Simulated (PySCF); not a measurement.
Al2(mu-OH)2(Br)4, H₂Al₂Br₄O₂, singlet at its PBE0/def2-SVP optimised geometry (Å):

```
10

Al    -0.7253     1.2192     0.0000
Al     0.7252    -1.2186     0.0000
O     -0.0021    -0.0009     1.1808
H     -0.0046    -0.0021     2.1421
Br     0.3485     3.1988     0.0065
Br    -2.9773     1.2199    -0.0037
O      0.0018     0.0013    -1.1810
H      0.0072     0.0042    -2.1423
Br     2.9773    -1.2186     0.0000
Br    -0.3475    -3.1988    -0.0027
```

Method: PBE0/def2-TZVP in PySCF. Cells within 0.4 Å of a nucleus heavier than hydrogen are left out (blank, or x).

Map of the Laplacian of the electron density (e/bohr⁵) on the plane z = 1.5 Å:

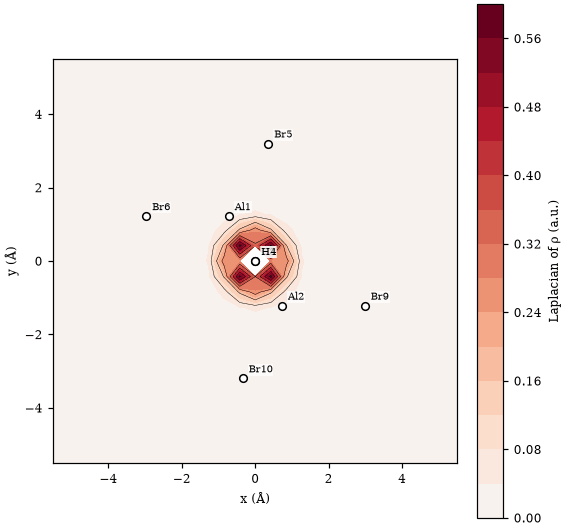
Figure. Laplacian of the electron density (e/bohr⁵) on the plane z = 1.5 Å.
